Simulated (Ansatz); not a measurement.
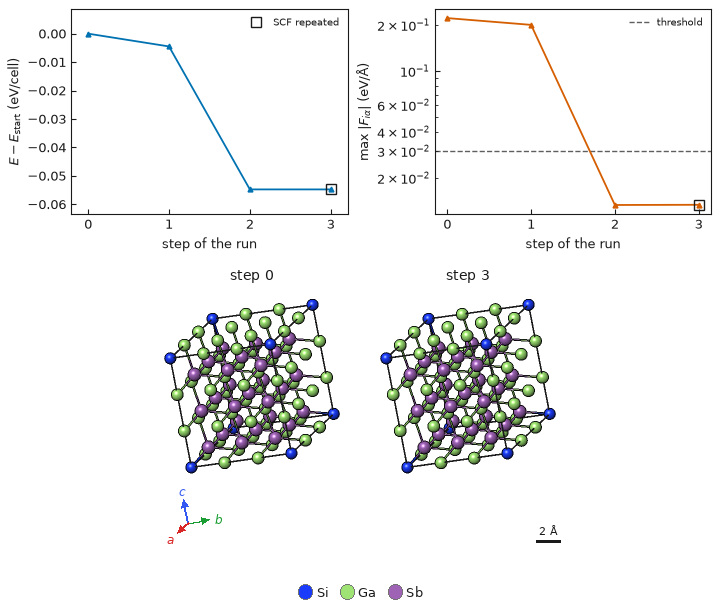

First and last geometry of a relaxation of a defect cell of composition Ga26SiSb27 (cell charge +1), with the history of the run. Style: ball-and-stick. Shown: the cell of the calculation, slightly off an axis.

All numbers below come from DFT, PBE, plane-wave PAW, default files, scalar-relativistic in Ansatz. Settings: plane-wave cutoff 420 eV; k-point mesh 2 × 2 × 2; occupations fermi dirac; smearing width 0.01 eV; no spin polarisation; atoms relaxed in a fixed cell; force threshold 0.03 eV/Å; at most 40 steps.

**Read the history and describe the run.**

It converged. After 2 accepted moves (3 points after the start) the energy has fallen by 54.8 meV per cell of the calculation. The largest force component goes from 0.22 to 0.013 eV/Å. 1 step only repeated the SCF at the same geometry. The largest moves, 0.027 Å, are those of Sb atoms. Largest moves by element: Sb 0.027 Å, Ga 0.025 Å. Si stays in place. The lattice vectors keep their values. Near-neighbour distances that change, for instance: Ga–Sb 2.649 → 2.676 Å, Sb–Si 2.649 → 2.622 Å, Ga–Sb 2.649 → 2.645 Å. Cost: 2.7 min on 4 threads of Intel(R) Xeon(R) Platinum 8375C CPU @ 2.90GHz (Ice Lake) (shared host), peak memory 4.7 GiB.

```
step  E − E(0), meV/atom  largest force component, eV/Å                         note
   0                0.00                         0.2225                             
   1               -0.08                         0.2009                             
   2               -1.01                         0.0133                             
   3               -1.01                         0.0134  same geometry, SCF repeated
```

Limits of the set-up: the cell is charged, on a uniform background, and energies carry no finite-size correction.
